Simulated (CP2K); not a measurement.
# CH5FSeSi (SMILES C[Se][SiH2]F) at PM6

Aim: the vertical electron affinity of CH5FSeSi at PM6, from 2 runs. 

Program for the calculation: CP2K 2026.2.

3 further runs of the same task are left out: 3 set aside as unsound or not needed.

## 1. The molecule

The species is CH5FSeSi (9 atoms), meant as a singlet with charge 0. As SMILES, `C[Se][SiH2]F`. Geometry: a GFN2-xTB relaxation, a rough one for these elements and not checked as a minimum. This is one conformer, not always the lowest.

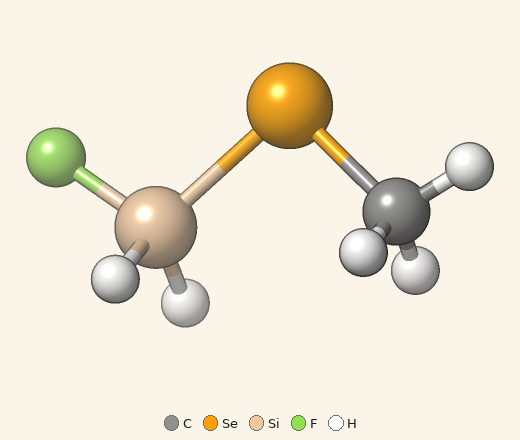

The structure, seen from a chosen angle (carbon grey, selenium orange, silicon light orange, fluorine green, hydrogen white).

## 2. Energy and gradient at PM6

File molecule.xyz:

```xyz
9

C      0.362270     1.589080     0.114820
Se     1.006070    -0.044950     0.989880
Si    -0.345120    -1.479080    -0.113520
F      0.017100    -2.933230     0.446130
H      0.541850     1.522700    -0.954390
H     -0.697850     1.714730     0.316100
H      0.919350     2.423230     0.532260
H     -1.748560    -1.272630     0.206750
H     -0.055110    -1.519840    -1.538050
```

File mol.inp:

```
&FORCE_EVAL
   METHOD QS
   &DFT
      &QS
         METHOD PM6
         EPS_DEFAULT 1.0E-10
         &SE
            &COULOMB
               CUTOFF [angstrom] 50
               RC_RANGE [angstrom] 0
            &END COULOMB
            &EXCHANGE
               CUTOFF [angstrom] 50
               RC_RANGE [angstrom] 0
            &END EXCHANGE
         &END SE
      &END QS
      &POISSON
         PERIODIC NONE
         POISSON_SOLVER ANALYTIC
      &END POISSON
      # SCF settings
      &SCF
         SCF_GUESS ATOMIC
         EPS_SCF 1.0E-07
         MAX_SCF 40
         &OT
            MINIMIZER DIIS
            PRECONDITIONER FULL_SINGLE_INVERSE
         &END OT
         &OUTER_SCF
            EPS_SCF 1.0E-07
            MAX_SCF 5
         &END OUTER_SCF
      &END SCF
      # extra output
      &PRINT
         &MOMENTS
            PERIODIC F
            REFERENCE COM
            MAX_MOMENT 1
         &END MOMENTS
         &MO_CUBES
            NLUMO 1
            NHOMO -1
            WRITE_CUBE F
         &END MO_CUBES
         &HIRSHFELD OFF
         &END HIRSHFELD
      &END PRINT
   &END DFT
   # atoms, cell and kinds
   &SUBSYS
      &CELL
         ABC 14.8 17.4 14.5
         PERIODIC NONE
      &END CELL
      &TOPOLOGY
         COORD_FILE_NAME molecule.xyz
         COORD_FILE_FORMAT XYZ
         &CENTER_COORDINATES
         &END CENTER_COORDINATES
      &END TOPOLOGY
   &END SUBSYS
   &PRINT
      &FORCES ON
      &END FORCES
   &END PRINT
&END FORCE_EVAL

&GLOBAL
   PROJECT_NAME mol
   RUN_TYPE ENERGY_FORCE
   PRINT_LEVEL MEDIUM
&END GLOBAL
```

On the command line:

```
$ OMP_NUM_THREADS=1 cp2k.psmp mol.inp > mol.out
```

Standard output, cut to the lines that bear on the results:

```text
CP2K| version string:                                       CP2K version 2026.2
[...]
 GLOBAL| Method name                                                        CP2K
[...]
 GLOBAL| Run type                                                   ENERGY_FORCE
[...]
                             - Atoms:                                          9
[...]
                             - Spherical basis functions:                     26
[...]
 Number of electrons:                                                         26
[...]
     1 OT DIIS     0.80E-01    0.0     0.33482319       -28.3667624741 -2.84E+01
[...]
    25 OT DIIS     0.80E-01    0.0     0.00000008       -32.2641740249 -6.61E-13
  *** SCF run converged in    25 steps ***
  Core-core repulsion energy [eV]:                           1290.68858327842941
  Core Hamiltonian energy [eV]:                             -1416.15658245407189
  Two-electron integral energy [eV]:                        -1504.96965006243136
  Electronic energy [eV]:                                   -2168.64140748528780
  Total energy [eV]:                                         -877.95282420685817
  Atomic reference energy [eV]:                               873.87791451063003
  Heat of formation [kcal/mol]:                               -93.96965740573667
[...]
 SE_DIPOLE| Moment [Debye]          0.85708139      -2.22988413       1.15780893
 SE_DIPOLE| Derivative [a.u.]       0.00000000       0.00000000       0.00000000
 *** WARNING in qs_scf_post_se.F:140 :: Printing of MO cube files not ***
 *** implemented for Semi-Empirical method.                           ***
 ENERGY| Total FORCE_EVAL ( QS ) energy [hartree]            -32.264174024921424
 FORCES| Atomic forces [hartree/bohr]
 FORCES|   Atom     x               y               z               |f|
 FORCES|      1 -2.33210691E-03 -1.65001693E-02  2.77135714E-04   1.66664667E-02
 FORCES|      2  8.78137995E-03 -1.90469651E-03  8.94695735E-03   1.26802424E-02
 FORCES|      3  7.63154893E-03  2.24397407E-03  6.97726535E-03   1.05810297E-02
 FORCES|      4 -1.33111587E-03 -9.51059843E-04 -1.17558700E-03   2.01454439E-03
 FORCES|      5 -6.71203120E-04  6.60113543E-03 -5.87881609E-03   8.86487344E-03
 FORCES|      6 -4.77183373E-03  7.23552155E-03 -1.60668605E-03   8.81502180E-03
 FORCES|      7  1.37180278E-03  4.34772054E-03  6.84937971E-04   4.61016884E-03
 FORCES|      8 -4.79595687E-03 -4.37613067E-04 -3.61061888E-03   6.01907603E-03
 FORCES|      9 -3.88251515E-03 -6.34812907E-04 -4.61458836E-03   6.06393742E-03
 FORCES| Sum     8.32667268E-17 -2.01227923E-16  1.35308431E-16
 FORCES| Total atomic force                                       2.56387200E-16
[...]
```

It took 0.76 s on 1 thread of Arm Neoverse V1, shared host.

## 3. The doublet anion, same level

molecule.xyz is that of step 2.

File calc.inp:

```
&GLOBAL
  PROJECT_NAME calc
  RUN_TYPE ENERGY_FORCE
  PRINT_LEVEL MEDIUM
&END GLOBAL

&FORCE_EVAL
  METHOD QUICKSTEP
  &DFT
    CHARGE -1
    MULTIPLICITY 2
    LSD T
    &QS
      METHOD PM6
      EPS_DEFAULT 1.0E-10
      &SE
        &COULOMB
          CUTOFF [angstrom] 50
          RC_RANGE [angstrom] 0
        &END COULOMB
        &EXCHANGE
          CUTOFF [angstrom] 50
          RC_RANGE [angstrom] 0
        &END EXCHANGE
      &END SE
    &END QS
    &POISSON
      PERIODIC NONE
      POISSON_SOLVER ANALYTIC
    &END POISSON
    &SCF
      SCF_GUESS ATOMIC
      EPS_SCF 1.0E-07
      MAX_SCF 40
      &OT
        MINIMIZER DIIS
        PRECONDITIONER FULL_ALL
      &END OT
      &OUTER_SCF
        EPS_SCF 1.0E-07
        MAX_SCF 10
      &END OUTER_SCF
    &END SCF
    &PRINT
      &MOMENTS
        PERIODIC F
        REFERENCE COM
        MAX_MOMENT 1
      &END MOMENTS
      &MO_CUBES
        NLUMO 3
        NHOMO -1
        WRITE_CUBE F
      &END MO_CUBES
      &HIRSHFELD OFF
      &END HIRSHFELD
    &END PRINT
  &END DFT
  &SUBSYS
    &CELL
      ABC 14.8 17.4 14.5
      PERIODIC NONE
    &END CELL
    &TOPOLOGY
      COORD_FILE_NAME molecule.xyz
      COORD_FILE_FORMAT XYZ
      &CENTER_COORDINATES
      &END CENTER_COORDINATES
    &END TOPOLOGY
  &END SUBSYS
  &PRINT
    &FORCES ON
    &END FORCES
  &END PRINT
&END FORCE_EVAL
```

On the command line:

```
$ OMP_NUM_THREADS=1 cp2k.psmp -i calc.inp -o calc.out
```

Standard output, cut to the lines that bear on the results:

```text
CP2K| version string:                                       CP2K version 2026.2
[...]
 GLOBAL| Method name                                                        CP2K
[...]
 GLOBAL| Run type                                                   ENERGY_FORCE
[...]
                             - Atoms:                                          9
[...]
                             - Spherical basis functions:                     26
[...]
 Number of electrons:                                                         14
[...]
     1 OT DIIS     0.15E+00    0.0     0.14175439       -28.5682192832 -2.86E+01
[...]
    20 OT DIIS     0.15E+00    0.0     0.00000009       -32.2986608559 -2.91E-12
  *** SCF run converged in    20 steps ***
  Core-core repulsion energy [eV]:                           1290.68858327842941
  Core Hamiltonian energy [eV]:                             -1441.18946127551612
  Two-electron integral energy [eV]:                        -1456.78076120954825
  Electronic energy [eV]:                                   -2169.57984188029059
  Total energy [eV]:                                         -878.89125860186073
  Atomic reference energy [eV]:                               873.87791451063003
  Heat of formation [kcal/mol]:                              -115.61047037339011
[...]
 ENERGY| Total FORCE_EVAL ( QS ) energy [hartree]            -32.298660855880058
 FORCES| Atomic forces [hartree/bohr]
 FORCES|   Atom     x               y               z               |f|
 FORCES|      1  4.84722863E-04  2.23159452E-02 -2.82114045E-03   2.24987822E-02
 FORCES|      2 -1.22623743E-02 -2.26074180E-02 -8.47319148E-03   2.70787028E-02
 FORCES|      3  3.81640414E-02  1.30657307E-02  3.52390246E-02   5.35630118E-02
 FORCES|      4 -5.64935578E-03 -1.69859458E-02 -3.09602353E-03   1.81665334E-02
 FORCES|      5 -1.01951482E-03  2.70176541E-03 -2.96212369E-05   2.88787538E-03
 FORCES|      6  4.08176488E-04  2.48536527E-03 -1.43125456E-03   2.89691874E-03
 FORCES|      7 -1.39690086E-03  1.24112909E-03 -1.54687757E-03   2.42581195E-03
 FORCES|      8 -1.12332858E-02 -8.04323403E-04 -6.99554613E-03   1.32578773E-02
 FORCES|      9 -7.49550921E-03 -1.41224844E-03 -1.08453697E-02   1.32589271E-02
 FORCES| Sum     1.66533454E-16 -6.62664368E-16 -4.64905892E-16
 FORCES| Total atomic force                                       8.26435081E-16
[...]
```

Run time: 1.2 s. Hardware: 1 thread of Arm Neoverse V1, shared host.

## 4. Summary of results

At PM6:

```
                                                   quantity            value
                             singlet CH5FSeSi: total energy     -32.26417 Eh
                            singlet CH5FSeSi: dipole moment           2.65 D
singlet CH5FSeSi: heat of formation at this unrelaxed shape   -94.0 kcal/mol
                 singlet CH5FSeSi: largest force on an atom       0.857 eV/Å
                                doublet anion: total energy     -32.29866 Eh
   doublet anion: heat of formation at this unrelaxed shape  -115.6 kcal/mol
                    doublet anion: largest force on an atom       2.754 eV/Å
          vertical electron affinity (to the doublet anion)         0.938 eV
```

In words: At fixed nuclei the extra electron is bound by 0.94 eV (21.6 kcal/mol). The largest force (singlet CH5FSeSi) is 0.86 eV/Å: the shape isn't a stationary point for this species at this level. A minimal valence basis can't be trusted even for the sign of an electron affinity.
